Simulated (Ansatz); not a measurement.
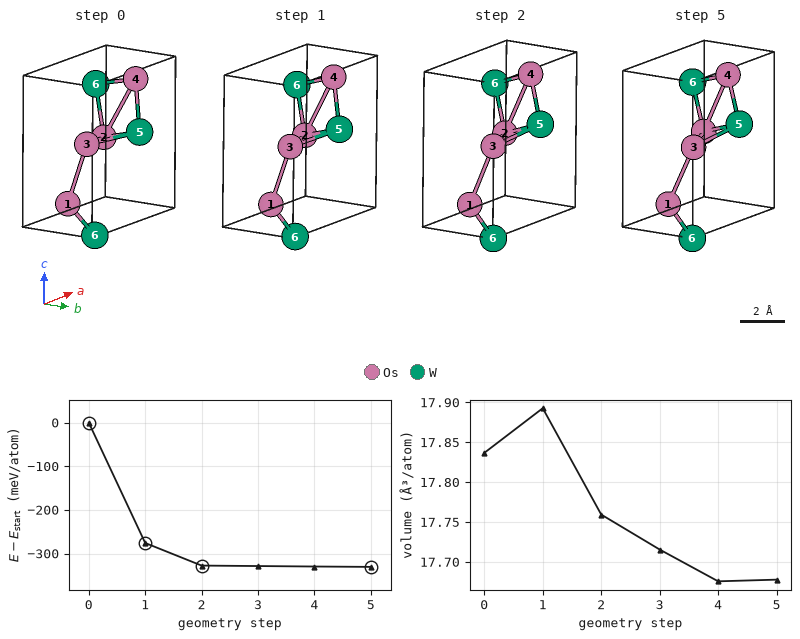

Frames of a relaxation of a crystal of Os₂W (a generated structure, set up in P1) (coarse preliminary run), marked on the history of the run. Style: ball-and-stick. Shown: the cell of the calculation, reduced to other axes, from a free direction. Lengths and directions refer to the drawn axes.

Level of theory: DFT PBE, scalar-relativistic, plane waves, PAW (Ansatz 0.2.0). Set-up: plane-wave cutoff 420 eV; k-point mesh 6 × 6 × 6; occupations gaussian; smearing width 0.2 eV; no spin polarisation; cell and atoms relaxed; force threshold 0.025 eV/Å; at most 60 steps.

Q: Describe the path.

A: The run was cut off at its time limit before the relaxation converged, so the last structure is only a point on the way. After 5 geometry steps the energy has fallen by 331 meV per atom. Largest force component: 4 eV/Å at the start, 0.14 eV/Å at the end. The pressure goes from 7.50 to 0.21 GPa. The atom that moves furthest relative to the cell is Os3 (0.47 Å along [2 0 −1]). By element the largest moves are Os 0.47 Å, W 0.28 Å. The drawn cell changes as follows: a 4.238 → 4.152 Å (−2.0 %), b 4.254 → 4.263 Å (+0.2 %), c 7.181 → 7.409 Å (+3.2 %), α 89.6° → 90.0°, β 73.5° → 73.1°, γ 60.8° → 59.2°; the volume changes by −0.9 %. Some distances before and after: Os2–Os3 2.582 → 3.069 Å, Os1–Os3 3.282 → 2.894 Å, Os1–W6 2.925 → 2.569 Å, Os3–W6 2.909 → 2.573 Å. The space group stays P1 (No. 1). From step 0 to 1: Os3 moves most (0.19 Å), volume +0.3 %, energy −276 meV per atom. From step 1 to 2: Os3 moves most (0.20 Å), volume −0.7 %, energy −51.8 meV per atom. From step 2 to 5: Os3 moves most (0.09 Å), volume −0.5 %, energy −3.0 meV per atom.
